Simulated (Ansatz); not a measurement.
**ClFHSi: comparison of dispersion corrections**

Aim: a comparison of dispersion corrections, for ClFHSi, run from a script. SMILES: F[SiH]Cl.

All numbers are computed with the Python package of Ansatz 0.2.0. The levels of theory stand in the script.

## 1. Starting point

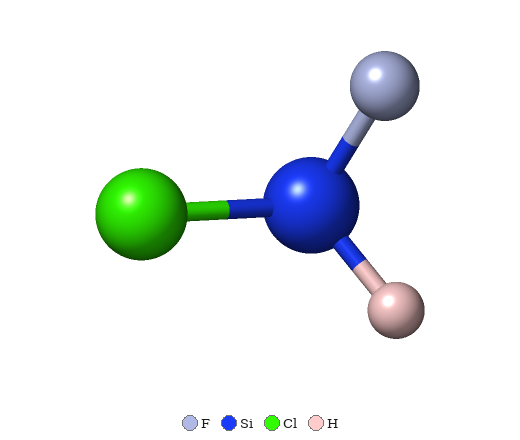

The starting structure, viewed from a chosen angle; fluorine light blue, silicon blue, chlorine green, hydrogen pink.

No structure file is read: the coordinates are typed or built in the script.

## 2. Script

run_disp.py

```python
'''Size of D3 and D4 in ClFHSi.'''

import logging
import sys

import ansatz as az

logging.basicConfig(stream=sys.stdout, format='%(levelname)s %(message)s')
log = logging.getLogger('clfhsi')
log.setLevel(logging.INFO)

system = (
    az.Crystal.molecule()
    .atom('F', (-0.99295, -0.34231, 1.0625))
    .atom('Si', (-0.20489, -0.22321, -0.34744))
    .atom('Cl', (1.73263, -0.54664, 0.07547))
    .atom('H', (-0.53479, 1.11216, -0.79053))
)

calc = (
    system.calculation()
    .basis(gaussian='def2-SVP')
    .spin('collinear', total=1)
)
for name in ['b3lyp', 'pbe']:
    for correction in ('d3bj', 'd4'):
        rep = calc.functional(name, dispersion=correction).run(threads=1, pin='off').report
        log.info(f'{name:8s} {correction:5s} total {rep["free_energy_ev"]:.5f} eV, of which dispersion {1000 * rep["dispersion"]["energy"]["ev"]:.2f} meV')
```

## 3. The calls as engine input

The package turns the script's settings into the engine's input (first run):

```yaml
crystal:
  periodic: [false, false, false]
  atoms:
    - { symbol: F, position_ang: [-0.99295, -0.34231, 1.0625] }
    - { symbol: Si, position_ang: [-0.20489, -0.22321, -0.34744] }
    - { symbol: Cl, position_ang: [1.73263, -0.54664, 0.07547] }
    - { symbol: H, position_ang: [-0.53479, 1.11216, -0.79053] }
basis:
  gaussian:
    orbitals: def2-SVP
hamiltonian:
  xc: b3lyp
  dispersion: d3bj
magnetization:
  spin_polarized: true
  initial_magnetization: 1.0
```

## 4. Running it

The run is started by

```
> python run_disp.py
```

Log:

```text
INFO b3lyp    d3bj  total -23127.00693 eV, of which dispersion -141.03 meV
INFO b3lyp    d4    total -23126.99379 eV, of which dispersion -127.89 meV
INFO pbe      d3bj  total -23114.25512 eV, of which dispersion -72.69 meV
INFO pbe      d4    total -23114.25978 eV, of which dispersion -77.35 meV
```

It took 6.8 s on 1 thread of Arm Neoverse V1, shared host; peak memory 0.19 GiB.

## 5. Inputs of later runs

The engine's inputs for the other runs:

Run 2, against run 1:

```diff
@@ -13 +13 @@
-  dispersion: d3bj
+  dispersion: d4
```

Run 3, against run 1:

```diff
@@ -12 +12 @@
-  xc: b3lyp
+  xc: pbe
```

Run 4, against run 1:

```diff
@@ -12,2 +12,2 @@
-  xc: b3lyp
-  dispersion: d3bj
+  xc: pbe
+  dispersion: d4
```

Lines on the test bed's own set-up are left out of the output.

## 6. The runs side by side

From the records of these 4 runs:

| run | functional | dispersion | energy (eV) | <S²> | SCF cycles | CPU time (s) |
| --- | --- | --- | --- | --- | --- | --- |
| 1 | b3lyp | d3bj | -23127.0069 | 0.75 | 17 | 1.8 |
| 2 | b3lyp | d4 | -23126.9938 | 0.75 | 17 | 1.8 |
| 3 | pbe | d3bj | -23114.2551 | 0.75 | 16 | 1.4 |
| 4 | pbe | d4 | -23114.2598 | 0.75 | 16 | 1.4 |

Totals under unlike functionals or potentials can't be compared directly.

## 7. What came out

```
         quantity                  value
dispersion energy  -141.03 to -72.69 meV
    runs compared                      4
```

The dispersion term depends on the functional it is damped for, so it isn't a property of the molecule alone. All 4 runs converged, in 16 to 17 cycles. Caveats:
- The geometry is a force-field or estimated start, not a minimum of this method, and the basis set is short of its limit. D4 holds the three-body term, and d3bj doesn't.
- The species is open-shell (spin multiplicity 2).
- b3lyp holds the VWN-RPA fit, as in Gaussian; the form of ORCA and Turbomole is b3lyp5.
